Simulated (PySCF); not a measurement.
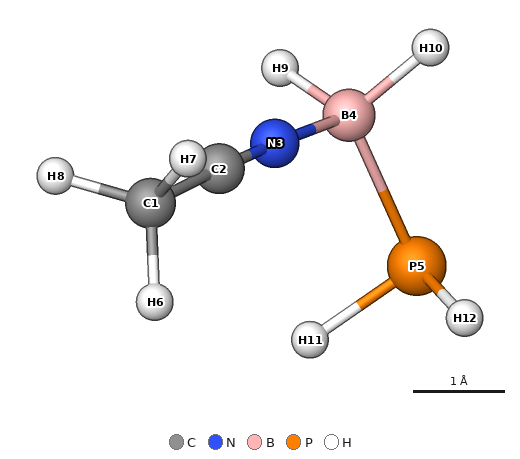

**Figure 1.** The input geometry of run 1 (ball-and-stick view, seen at a tilt; atoms are numbered from 1 in the order of the input).

# What a change does: NMR shielding calculation on C₂H₇BNP

System: C₂H₇BNP, SMILES CC#[N+][BH2-]P.
Method of run 1: GIAO PBE0/pcSseg-2 NMR shielding, non-relativistic, gas phase (PySCF 2.14.0).

The geometry comes from this level: PBE0-D3(BJ)/def2-SVP. Text and figures count atoms from 1; the logs count them from 0 in places.

Input, run 1:
```
{"job": {"kind": "nmr", "xc": "PBE0", "basis": "pcSseg-2", "pop": false}, "charge": 0, "multiplicity": 1}
C      2.372795     0.493050    -0.058316
C      1.041466     0.021946     0.250993
N     -0.028819    -0.339498     0.477106
B     -1.462607    -0.787794     0.727957
P     -2.673288     0.022818    -0.605683
H      2.342253     1.155760    -0.936165
H      2.782135     1.050133     0.797048
H      3.031944    -0.359925    -0.276064
H     -1.474093    -2.004082     0.624151
H     -1.759538    -0.410465     1.850295
H     -1.915182    -0.246982    -1.791400
H     -2.216531     1.378958    -0.528067
```

The first line tells a small driver script what to run in PySCF; the rest is the geometry in Å.

Launched with:
```bash
OMP_NUM_THREADS=1 python <driver script> task.json out
```

Hardware: 1 CPU thread, shared host.

Output (run 1):
```
coarse grid: 10288 points
cycle   1  E = -501.0308724584  dE =  3.745e-01  |g| = 4.394e-01  |ddm| = 2.364e+00
cycle   2  E = -500.8836173337  dE =  1.473e-01  |g| = 9.159e-01  |ddm| = 1.247e+00
cycle   3  E = -501.0905419101  dE = -2.069e-01  |g| = 1.144e-01  |ddm| = 7.198e-01
cycle   4  E = -501.0931176568  dE = -2.576e-03  |g| = 5.649e-02  |ddm| = 1.720e-01
cycle   5  E = -501.0937995593  dE = -6.819e-04  |g| = 9.146e-03  |ddm| = 4.644e-02
cycle   6  E = -501.0938194158  dE = -1.986e-05  |g| = 3.100e-03  |ddm| = 1.250e-02
cycle   7  E = -501.0938221994  dE = -2.784e-06  |g| = 4.788e-04  |ddm| = 3.182e-03
final grid: 94152 points
cycle   8  E = -501.1039045564  dE = -7.165e-05  |g| = 6.068e-03  |ddm| = 4.681e-02
cycle   9  E = -501.1039024539  dE =  2.103e-06  |g| = 6.651e-03  |ddm| = 1.180e-02
cycle  10  E = -501.1039146604  dE = -1.221e-05  |g| = 1.016e-03  |ddm| = 6.852e-03
cycle  11  E = -501.1039148101  dE = -1.497e-07  |g| = 5.845e-04  |ddm| = 8.022e-04
cycle  12  E = -501.1039148798  dE = -6.967e-08  |g| = 1.159e-04  |ddm| = 3.994e-04
cycle  13  E = -501.1039148834  dE = -3.583e-09  |g| = 2.827e-05  |ddm| = 1.809e-04
cycle  14  E = -501.1039148836  dE = -2.084e-10  |g| = 3.150e-06  |ddm| = 2.724e-05
converged SCF energy = -501.1039148836

GIAO shielding tensors (ppm)
atom      isotropic    diamagn.    paramagn.     s11        s22        s33       span
  0 C      182.010     241.520     -59.511    172.956    174.617    198.456     25.500
  1 C       62.399     272.315    -209.916    -27.296    -17.088    231.581    258.878
  2 N       25.626     345.533    -319.907   -144.427   -117.479    338.783    483.210
  3 B      131.902     187.403     -55.501    115.387    127.180    153.139     37.751
  4 P      510.488     965.726    -455.239    438.875    527.611    564.976    126.101
  5 H       29.028      29.025       0.004     24.242     27.355     35.488     11.245
  6 H       29.053      27.292       1.761     24.329     26.886     35.943     11.614
  7 H       29.054      27.367       1.686     24.331     26.885     35.945     11.614
  8 H       28.874      27.953       0.921     25.017     29.457     32.150      7.133
  9 H       28.876      27.887       0.989     25.035     29.444     32.149      7.114
 10 H       29.577      31.730      -2.154     26.279     27.459     34.992      8.714
 11 H       29.564      31.656      -2.092     26.263     27.436     34.994      8.731
```

For run 2 the input was changed thus:
```diff
-"xc": "PBE0"
+"xc": "wB97X-D"
```

What does this change do to the results?

The total energies belong to different methods, so their difference says nothing on which is more stable or more accurate. The HOMO goes from −6.19 to −7.96 eV. The LUMO goes from −0.77 to 0.95 eV. The dipole moment goes from 8.28 to 8.62 D. Of all shieldings, the largest change is that of P5, by −1.9 ppm. The functional changes from PBE0 to wB97X-D. The number of SCF iterations is the same.

Output (run 2):
```
coarse grid: 10288 points
cycle   1  E = -501.2924796837  dE =  4.650e-01  |g| = 4.549e-01  |ddm| = 2.319e+00
cycle   2  E = -501.2607574692  dE =  3.172e-02  |g| = 6.912e-01  |ddm| = 8.506e-01
cycle   3  E = -501.3611562003  dE = -1.004e-01  |g| = 6.645e-02  |ddm| = 4.152e-01
cycle   4  E = -501.3621885215  dE = -1.032e-03  |g| = 3.843e-02  |ddm| = 1.484e-01
cycle   5  E = -501.3625350828  dE = -3.466e-04  |g| = 5.114e-03  |ddm| = 3.302e-02
cycle   6  E = -501.3625453713  dE = -1.029e-05  |g| = 1.283e-03  |ddm| = 1.223e-02
cycle   7  E = -501.3625462343  dE = -8.630e-07  |g| = 4.513e-04  |ddm| = 5.456e-03
final grid: 94152 points
cycle   8  E = -501.3760050248  dE = -1.877e-04  |g| = 6.398e-03  |ddm| = 6.722e-02
cycle   9  E = -501.3760049871  dE =  3.773e-08  |g| = 6.939e-03  |ddm| = 9.891e-03
cycle  10  E = -501.3760135230  dE = -8.536e-06  |g| = 1.726e-03  |ddm| = 4.292e-03
cycle  11  E = -501.3760141549  dE = -6.319e-07  |g| = 4.699e-04  |ddm| = 1.382e-03
cycle  12  E = -501.3760142222  dE = -6.729e-08  |g| = 6.053e-05  |ddm| = 5.631e-04
cycle  13  E = -501.3760142247  dE = -2.488e-09  |g| = 2.624e-05  |ddm| = 1.992e-04
cycle  14  E = -501.3760142250  dE = -3.163e-10  |g| = 6.331e-06  |ddm| = 5.750e-05
converged SCF energy = -501.3760142250

GIAO shielding tensors (ppm)
atom      isotropic    diamagn.    paramagn.     s11        s22        s33       span
  0 C      182.092     240.606     -58.515    173.410    174.923    197.942     24.531
  1 C       61.909     271.419    -209.510    -30.504    -22.646    238.878    269.382
  2 N       25.083     344.211    -319.128   -147.323   -120.263    342.836    490.159
  3 B      132.102     187.166     -55.064    115.963    127.734    152.610     36.647
  4 P      508.614     965.962    -457.349    434.394    532.008    559.439    125.045
  5 H       29.144      28.770       0.374     24.346     27.483     35.603     11.256
  6 H       29.196      27.156       2.039     24.480     27.007     36.100     11.620
  7 H       29.196      27.222       1.974     24.481     27.005     36.101     11.620
  8 H       29.082      28.304       0.777     25.247     29.639     32.359      7.112
  9 H       29.083      28.241       0.842     25.265     29.628     32.358      7.093
 10 H       29.773      31.870      -2.097     26.485     27.663     35.171      8.685
 11 H       29.760      31.800      -2.039     26.469     27.641     35.170      8.701
```

The two runs side by side:

```tsv
quantity	run 1	run 2
outcome	converged	converged
total energy (hartree)	−501.103915	−501.376014
HOMO (eV)	−6.19	−7.96
LUMO (eV)	−0.77	0.95
dipole moment (D)	8.28	8.62
shielding of C2 (ppm)	62.4	61.9
shielding of N3 (ppm)	25.6	25.1
shielding of B4 (ppm)	131.9	132.1
shielding of P5 (ppm)	510.5	508.6
shielding of H9 (ppm)	28.9	29.1
shielding of H10 (ppm)	28.9	29.1
shielding of H11 (ppm)	29.6	29.8
SCF iterations	14	14
basis functions	285	285
wall time (shared host)	67 s	82 s
```
